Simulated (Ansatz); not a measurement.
**HF/STO-3G run of SnH4 (SMILES [SnH4])**

What is the electronic atomisation energy of SnH4 at HF/STO-3G? 

Program for the calculation: Ansatz 0.2.0.

30 further runs of the same task are left out: 1 that didn't finish, 29 set aside as unsound or not needed.

### Step 1. The structure to begin with

SnH4 has 5 atoms, charge 0, and is taken as a singlet. As SMILES, `[SnH4]`. Geometry: relaxed at PBE0-D4/def2-TZVP.

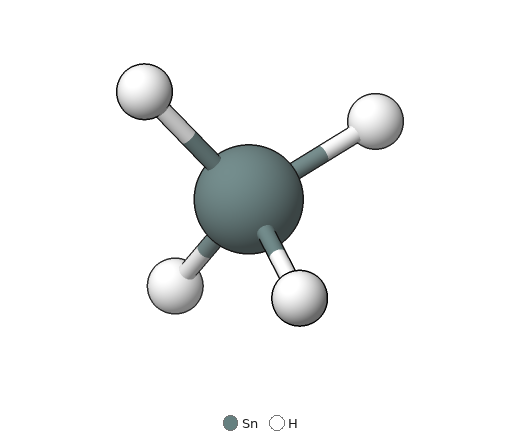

The structure, seen from a chosen angle (tin teal, hydrogen white).

### Step 2. The energy at HF/STO-3G

The input, input.yaml:

```yaml
crystal:
  periodic: [false, false, false]
  atoms:
    - {symbol: Sn, position_ang: [0.000030, 0.000010, 0.000040]}
    - {symbol: H, position_ang: [0.823920, -0.853480, 1.222940]}
    - {symbol: H, position_ang: [-1.563610, 0.403420, 0.543140]}
    - {symbol: H, position_ang: [-0.116810, -0.974610, -1.392490]}
    - {symbol: H, position_ang: [0.856470, 1.424640, -0.373640]}
basis:
  gaussian:
    orbitals: STO-3G
hamiltonian:
  xc: hf
accuracy: high
output: {orbitals: {seedname: orbitals}}
```

The run is started by

```bash
$ ansatz run input.yaml --threads 1 --pin off --max-ram 3480MiB --events-out events.jsonl --progress --plain --runs-dir runs
```

What it wrote:

```text
Warning: RAYON_NUM_THREADS=1 ignored (pool sized by the plan → 1); use --threads N
Functional definition: HF
  name "HF"
  exchange = exact_x
  correlation = 0
544 factors; integrals over basis functions are off by at most 4.0e-9 eV
mean field evaluation 1: about -162332.4394 eV, gradient 5.2e0 eV
mean field evaluation 2: about -162332.4094 eV, gradient 5.1e0 eV
mean field evaluation 4: about -162332.5595 eV, gradient 5.1e-2 eV
mean field evaluation 8: about -162332.5594 eV, gradient 2.8e-5 eV
mean field -162332.55938442 eV, -5965.6115244166 hartree, gradient 9.8e-8 eV, S^2 0.000000; 0 other end points of the search recorded, 0 dependent functions left out
reference -162332.55938442 eV, -5965.6115244166 hartree; 27, 27 occupied and 4, 4 virtual orbitals, 544 factors
Total energy: -162332.55938442 eV, -5965.6115244166 hartree
```

Wall time 1.1 s (1 thread of Intel Xeon Platinum 8259CL at 2.50GHz (Skylake/Cascade Lake), shared host); peak memory 0.096 GiB.

### Step 3. The H atom

The input, input.yaml:

```yaml
crystal:
  periodic: [false, false, false]
  atoms:
    - {symbol: H, position_ang: [0.000000, 0.000000, 0.000000]}
basis:
  gaussian: {orbitals: STO-3G}
accuracy: high
magnetization: {spin_polarized: true, initial_magnetization: 1}
hamiltonian: {xc: hf}
```

The run is started by

```bash
$ ansatz run input.yaml --threads 1 --pin off --max-ram 3480MiB --events-out events.jsonl --progress --plain --runs-dir runs
```

What it wrote:

```text
Warning: RAYON_NUM_THREADS=1 ignored (pool sized by the plan → 1); use --threads N
[... 4 set-up lines as earlier in the session ...]
1 factors; integrals over basis functions are off by at most 4.6e-10 eV
mean field evaluation 1: about -12.6963 eV, gradient 0.0e0 eV
mean field evaluation 2: about -12.6963 eV, gradient 0.0e0 eV
mean field -12.69633895 eV, -0.4665818504 hartree, gradient 0.0e0 eV, S^2 0.750000; 0 other end points of the search recorded, 0 dependent functions left out
reference -12.69633895 eV, -0.4665818504 hartree; 1, 0 occupied and 0, 1 virtual orbitals, 1 factors
Total energy: -12.69633895 eV, -0.4665818504 hartree
```

Run time: 0.06 s. Hardware: 1 thread of Intel Xeon Platinum 8259CL at 2.50GHz (Skylake/Cascade Lake), shared host.

### Step 4. The Sn atom at the same level

The input, in.yaml:

```yaml
crystal:
  periodic: [false, false, false]
  atoms:
    - symbol: Sn
      position_ang: [0.000000, 0.000000, 0.000000]
basis:
  gaussian:
    orbitals: STO-3G
accuracy: high
magnetization:
  spin_polarized: true
  initial_magnetization: 2
hamiltonian:
  xc: hf
```

Run the same way, it converges to -5963.20613 Eh (log not shown).

### Step 5. Summary of results

At HF/STO-3G:

```
                     quantity           value
       molecule: total energy  -5965.61152 Eh
        molecule: HOMO energy       -10.24 eV
        molecule: LUMO energy        12.79 eV
      molecule: HOMO–LUMO gap        23.03 eV
         H atom: total energy     -0.46658 Eh
                 H atom: ⟨S²⟩           0.750
        Sn atom: total energy  -5963.20613 Eh
                Sn atom: ⟨S²⟩           2.000
electronic atomisation energy       14.669 eV
```

Taking the molecule apart into free atoms costs 14.67 eV (338 kcal/mol), before zero-point energy and without spin-orbit coupling. Hartree–Fock lacks the correlation of the bonding pairs, which as a rule makes this value much too low; in minimal bases other errors can mask that. In a minimal basis such a difference can be off by several eV, whatever the method. Relativity is left out (molecule) although the molecule holds a heavy atom. Relativity is left out (Sn atom) although the molecule holds a heavy atom.
